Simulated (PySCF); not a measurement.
# C₂H₇BF₂Si₂: runs on many settings

Which settings matter for C₂H₇BF₂Si₂ (`FB(F)[SiH]1C[SiH2]C1`)?

Programs: PySCF 2.14.0, with density-fitted response routines of our own. Each step states its level of theory. These are calculated values for one molecule in the gas phase, unless marked as measured. Atoms count from 0, in the outputs and in this text.

### 1 The molecule as given

14 atoms, charge 0, multiplicity 1; geometry from: GFN2-xTB.

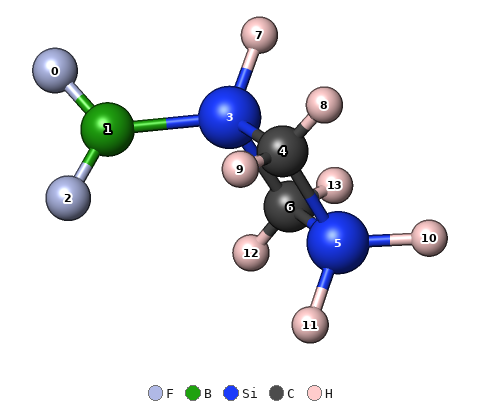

As it starts; fluorine light blue, boron green, silicon blue, carbon dark grey, hydrogen pink, atoms numbered; sticks join atoms by distance.

### 2 Shielding tensors: PBE0/pcSseg-1

The job: settings as JSON, then the geometry in Å.

```
{"job": {"kind": "nmr", "xc": "PBE0", "basis": "pcSseg-1"}, "charge": 0, "multiplicity": 1}
F      3.589565     0.488552    -0.271818
B      2.300592     0.779697    -0.233879
F      2.087018     2.075112    -0.387720
Si     0.863097    -0.542790     0.019053
C     -0.426871    -0.084327     1.378829
Si    -1.835187     0.104693     0.090024
C     -0.577412    -0.423095    -1.258429
H      1.341243    -1.929435     0.169088
H     -0.596991    -0.872223     2.106430
H     -0.205321     0.816777     1.945332
H     -2.954086    -0.821960     0.272605
H     -2.336222     1.472176    -0.056738
H     -0.433741     0.302662    -2.054824
H     -0.816360    -1.366310    -1.740119
```

With the program's defaults for keys left out, this is: GIAO PBE0/pcSseg-1 NMR shielding, non-relativistic, gas phase.

Command:

```
$ OMP_NUM_THREADS=1 python probes_run.py task.json out
```

This one command runs all jobs of the session in turn.

What it wrote:

```text
coarse grid: 13024 points
cycle   1  E = -883.2889811382  dE =  6.104e-01  |g| = 7.511e-01  |ddm| = 3.441e+00
cycle   2  E = -883.1737119809  dE =  1.153e-01  |g| = 1.085e+00  |ddm| = 1.231e+00
cycle   3  E = -883.3997944120  dE = -2.261e-01  |g| = 3.994e-02  |ddm| = 7.865e-01
cycle   4  E = -883.4000534256  dE = -2.590e-04  |g| = 2.307e-02  |ddm| = 5.983e-02
cycle   5  E = -883.4001486150  dE = -9.519e-05  |g| = 7.208e-03  |ddm| = 1.997e-02
cycle   6  E = -883.4001584892  dE = -9.874e-06  |g| = 1.435e-03  |ddm| = 6.899e-03
final grid: 118288 points
cycle   7  E = -883.4479974947  dE = -5.130e-05  |g| = 6.471e-03  |ddm| = 1.994e-02
cycle   8  E = -883.4479898564  dE =  7.638e-06  |g| = 8.448e-03  |ddm| = 1.246e-02
cycle   9  E = -883.4480069621  dE = -1.711e-05  |g| = 5.194e-04  |ddm| = 7.489e-03
cycle  10  E = -883.4480070244  dE = -6.230e-08  |g| = 1.213e-04  |ddm| = 7.236e-04
cycle  11  E = -883.4480070269  dE = -2.458e-09  |g| = 5.915e-05  |ddm| = 1.592e-04
cycle  12  E = -883.4480070275  dE = -6.041e-10  |g| = 1.760e-05  |ddm| = 5.561e-05
converged SCF energy = -883.4480070275

GIAO shielding tensors (ppm)
atom      isotropic    diamagn.    paramagn.     s11        s22        s33       span
  0 F      198.834     465.635    -266.801     -8.172    255.574    349.100    357.271
  1 B       70.834     195.976    -125.142     44.017     83.338     85.148     41.131
  2 F      204.003     468.787    -264.784    -10.707    266.268    356.447    367.154
  3 Si     393.220     881.447    -488.227    359.581    390.393    429.685     70.104
  4 C      194.835     257.977     -63.142    179.045    202.121    203.339     24.294
  5 Si     372.017     880.304    -508.287    331.766    354.088    430.197     98.431
  6 C      194.906     257.986     -63.080    179.136    202.196    203.386     24.251
  7 H       26.809      29.496      -2.687     24.130     24.580     31.716      7.586
  8 H       31.102      30.936       0.166     27.357     27.537     38.412     11.055
  9 H       31.276      31.730      -0.454     27.246     28.407     38.176     10.930
 10 H       26.616      29.224      -2.608     23.411     24.567     31.869      8.458
 11 H       26.596      29.415      -2.819     23.792     24.553     31.442      7.649
 12 H       31.284      31.735      -0.450     27.251     28.415     38.186     10.935
 13 H       31.108      30.941       0.167     27.361     27.543     38.421     11.060
```

Wall time 61 s (1 thread of Intel Xeon at 2.50GHz, shared host); peak memory 0.75 GiB.

The references, computed at this level on geometries of the same kind, shield at (ppm): 1H TMS 31.72, 13C TMS 186.9, 29Si TMS 349.2, 19F CFCl3 170.9, 11B BF3·OEt2 100.1. Their shielding less the atom's gives the shift. The references are single molecules in the gas phase, so shifts against H2O, NH3, PH3, H3PO4 or CFCl3 are not on the usual liquid scales and can be off by tens of ppm. Atoms listed in one row are averaged.

```
  atoms                                                   environment  σ (ppm)  δ (ppm)  δ scaled to CDCl3
 C4, C6                                        sp3 CH2 bonded to 2 Si    194.9     -7.9               -9.7
    H11     hydrogen on a silicon bonded to 2 C, in a 4-membered ring    26.60     5.12                  –
    H10     hydrogen on a silicon bonded to 2 C, in a 4-membered ring    26.62     5.10                  –
     H7  hydrogen on a silicon bonded to 2 C, B, in a 4-membered ring    26.81     4.91                  –
H8, H13                         hydrogen on an sp3 CH2 bonded to 2 Si    31.11     0.61               0.68
H9, H12                         hydrogen on an sp3 CH2 bonded to 2 Si    31.28     0.44               0.52
 F0, F2                                          fluorine bonded to B    201.4    -30.5                  –
     B1                                       boron bonded to 2 F, Si     70.8     29.2                  –
    Si5              silicon bonded to 2 C, 2 H, in a 4-membered ring    372.0    -22.9                  –
    Si3             silicon bonded to 2 C, B, H, in a 4-membered ring    393.2    -44.1                  –
```

The scaled column applies a straight-line fit of computed shieldings to shifts measured in CDCl3, and one for carbons that bear F (root-mean-square error 0.16 ppm for H, 1.9 ppm for C).

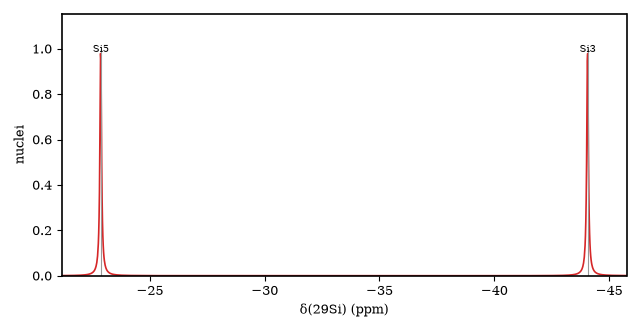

29Si lines at the computed shifts, without couplings. Lines are broadened to a width of 0.08 ppm (Lorentzian).

The run also stored atomic charges by several schemes (e):

```
 atoms  Mulliken    IAO  Hirshfeld  ESP fit
F0, F2     -0.28  -0.30      -0.14    -0.27
    B1      0.54   0.48       0.23     0.58
   Si3      0.55   0.70       0.30     0.21
C4, C6     -0.83  -0.82      -0.25    -0.41
   Si5      0.68   0.77       0.35     0.48
```

IAO charges:

F0 -0.30; B1 0.48; F2 -0.30; Si3 0.70; C4 -0.82; Si5 0.77; C6 -0.82; H7 -0.11; H8 0.16; H9 0.16; H10 -0.12; H11 -0.12; H12 0.16; H13 0.16

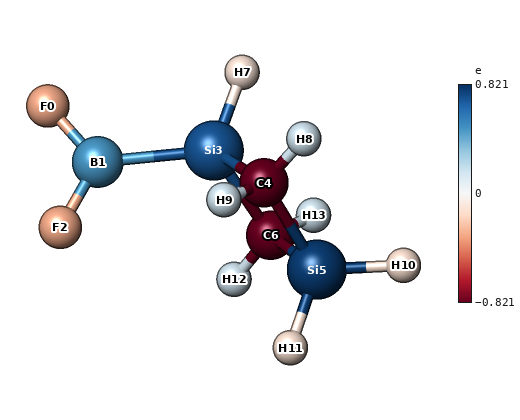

IAO charges, as colours on the atoms.

Mayer bond orders: F0–B1 1.11, B1–F2 1.09, B1–Si3 0.96, Si3–C4 0.91, C4–Si5 0.91, Si5–C6 0.91, C6–Si3 0.91.

Ring of atoms Si3, C4, Si5, C6: NICS(0) 1.7, NICS(1) -0.3, NICS(1)zz 6.7 ppm (means of both faces).

### 3 TDDFT and polarisability: PBE0/def2-SVPD

Settings changed since step 2:

```diff
@@ -1,2 +1,2 @@
-{"job": {"kind": "nmr", "xc": "PBE0", "basis": "pcSseg-1"}, "charge": 0, "multiplicity": 1}
+{"job": {"kind": "uv", "xc": "PBE0", "basis": "def2-SVPD", "nstates": 6, "ntriplets": 2}, "charge": 0, "multiplicity": 1}
 F      3.589565     0.488552    -0.271818
```

With the program's defaults for keys left out, this is: TDDFT PBE0/def2-SVPD, vertical, gas phase, core orbitals frozen in the response.

What it wrote:

```text
coarse grid: 13024 points
cycle   1  E = -882.8864130988  dE =  5.734e-01  |g| = 7.031e-01  |ddm| = 4.856e+00
cycle   2  E = -882.7722000269  dE =  1.142e-01  |g| = 1.023e+00  |ddm| = 1.729e+00
cycle   3  E = -882.9911325943  dE = -2.189e-01  |g| = 3.909e-02  |ddm| = 9.817e-01
cycle   4  E = -882.9914203590  dE = -2.878e-04  |g| = 2.203e-02  |ddm| = 1.016e-01
cycle   5  E = -882.9915253104  dE = -1.050e-04  |g| = 6.549e-03  |ddm| = 2.968e-02
cycle   6  E = -882.9915340495  dE = -8.739e-06  |g| = 1.519e-03  |ddm| = 9.026e-03
final grid: 118288 points
cycle   7  E = -883.1015249176  dE = -4.138e-05  |g| = 6.058e-03  |ddm| = 6.888e-02
cycle   8  E = -883.1015163817  dE =  8.536e-06  |g| = 8.321e-03  |ddm| = 1.542e-02
cycle   9  E = -883.1015344804  dE = -1.810e-05  |g| = 3.493e-04  |ddm| = 9.404e-03
cycle  10  E = -883.1015345140  dE = -3.360e-08  |g| = 1.191e-04  |ddm| = 9.023e-04
cycle  11  E = -883.1015345161  dE = -2.161e-09  |g| = 6.306e-05  |ddm| = 1.969e-04
cycle  12  E = -883.1015345170  dE = -8.238e-10  |g| = 1.235e-05  |ddm| = 8.352e-05
converged SCF energy = -883.1015345170

Static polarisability (au): isotropic 88.592, principal 78.443 79.574 107.760

Singlet excitations
state   eV       nm        f      main configurations
  1   5.0909    243.5   0.00937   H->L 0.99
  2   5.7661    215.0   0.00120   H-1->L 0.99
  3   6.2285    199.1   0.22120   H-2->L 0.97
  4   6.2671    197.8   0.00455   H-3->L 0.94
  5   6.9273    179.0   0.00130   H->L+1 0.90
  6   7.0946    174.8   0.00157   H-4->L 0.90

Triplet excitations (Tamm-Dancoff, eV): 4.5048 5.2945
```

Wall time 75 s (1 thread of Intel Xeon at 2.50GHz, shared host); peak memory 0.87 GiB.

The orbitals next to the gap, with their largest atomic shares:

```
orbital     eV                        atoms
 HOMO−3  -9.14   Si3 21 %, H7 15 %, B1 12 %
 HOMO−2  -8.73   C6 25 %, C4 25 %, Si3 20 %
 HOMO−1  -8.48   C4 29 %, C6 29 %, Si5 13 %
   HOMO  -7.92   C4 19 %, C6 19 %, Si3 16 %
   LUMO  -1.57   B1 33 %, Si3 21 %, F0 11 %
 LUMO+1   0.20  Si3 20 %, Si5 19 %, B1 10 %
 LUMO+2   0.50    B1 36 %, Si3 12 %, C6 8 %
```

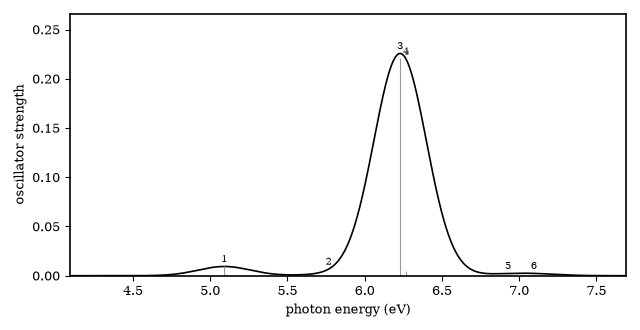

Absorption spectrum from the 6 singlet states computed; above the last one it falls off for lack of states. Lines are broadened to a width of 0.40 eV (Gaussian).

Further results of this job:

```
           property  computed
  dipole moment (D)      1.42
polarisability (Å³)     13.13
 HOMO–LUMO gap (eV)      6.34
      −ε(HOMO) (eV)      7.92
```

### 4 Nuclear shieldings: KT2/ANO-RCC-VDZP

Settings changed since step 3:

```diff
@@ -1,2 +1,2 @@
-{"job": {"kind": "uv", "xc": "PBE0", "basis": "def2-SVPD", "nstates": 6, "ntriplets": 2}, "charge": 0, "multiplicity": 1}
+{"job": {"kind": "nmr", "xc": "KT2", "basis": "ANO-RCC-VDZP", "pop": true}, "charge": 0, "multiplicity": 1}
 F      3.589565     0.488552    -0.271818
```

Method: GIAO KT2/ANO-RCC-VDZP NMR shielding, non-relativistic, gas phase.

What it wrote:

```text
coarse grid: 13024 points
cycle   1  E = -893.2966648012  dE =  6.614e-01  |g| = 9.648e-01  |ddm| = 4.992e+00
cycle   2  E = -892.6785232296  dE =  6.181e-01  |g| = 1.959e+00  |ddm| = 2.513e+00
cycle   3  E = -893.4951830243  dE = -8.167e-01  |g| = 1.126e-01  |ddm| = 1.784e+00
cycle   4  E = -893.4980784077  dE = -2.895e-03  |g| = 6.232e-02  |ddm| = 1.907e-01
cycle   5  E = -893.4988843532  dE = -8.059e-04  |g| = 2.296e-02  |ddm| = 8.026e-02
cycle   6  E = -893.4990126135  dE = -1.283e-04  |g| = 6.194e-03  |ddm| = 2.624e-02
cycle   7  E = -893.4990223617  dE = -9.748e-06  |g| = 1.753e-03  |ddm| = 8.057e-03
final grid: 118288 points
cycle   8  E = -893.5145397595  dE =  6.743e-05  |g| = 3.826e-02  |ddm| = 6.598e-02
cycle   9  E = -893.5138224800  dE =  7.173e-04  |g| = 7.235e-02  |ddm| = 7.697e-02
cycle  10  E = -893.5148111086  dE = -9.886e-04  |g| = 2.390e-03  |ddm| = 5.183e-02
cycle  11  E = -893.5148130124  dE = -1.904e-06  |g| = 3.398e-04  |ddm| = 3.421e-03
cycle  12  E = -893.5148130410  dE = -2.861e-08  |g| = 1.245e-04  |ddm| = 4.617e-04
cycle  13  E = -893.5148130449  dE = -3.902e-09  |g| = 3.697e-05  |ddm| = 1.770e-04
cycle  14  E = -893.5148130453  dE = -3.477e-10  |g| = 1.248e-05  |ddm| = 5.829e-05
converged SCF energy = -893.5148130453

GIAO shielding tensors (ppm)
atom      isotropic    diamagn.    paramagn.     s11        s22        s33       span
  0 F      209.670     467.487    -257.817     25.744    261.788    341.477    315.733
  1 B       75.683     196.860    -121.177     53.527     85.974     87.548     34.022
  2 F      212.338     471.809    -259.471     15.898    271.730    349.386    333.489
  3 Si     442.858     889.589    -446.730    396.714    444.488    487.371     90.657
  4 C      192.532     239.525     -46.993    173.670    199.826    204.100     30.430
  5 Si     425.257     887.860    -462.603    367.041    413.978    494.753    127.712
  6 C      192.602     239.515     -46.913    173.761    199.897    204.149     30.388
  7 H       26.318      31.078      -4.760     24.105     24.371     30.476      6.371
  8 H       30.710      30.063       0.647     27.237     27.824     37.069      9.832
  9 H       30.819      30.688       0.131     27.216     28.468     36.772      9.556
 10 H       26.187      30.226      -4.039     23.199     24.515     30.848      7.649
 11 H       26.171      31.025      -4.854     23.649     24.502     30.363      6.713
 12 H       30.827      30.689       0.138     27.221     28.476     36.783      9.562
 13 H       30.716      30.065       0.651     27.240     27.830     37.077      9.837
```

Run time: 3.9 min. Hardware: 1 thread of Intel Xeon at 2.50GHz, shared host; peak memory 0.68 GiB.

This run: σ C4 192.6, F0 211.0, B1 75.7, Si5 425.3, H11 26.17, H10 26.19 ppm (means over like atoms).

[end of part 1 of 2]
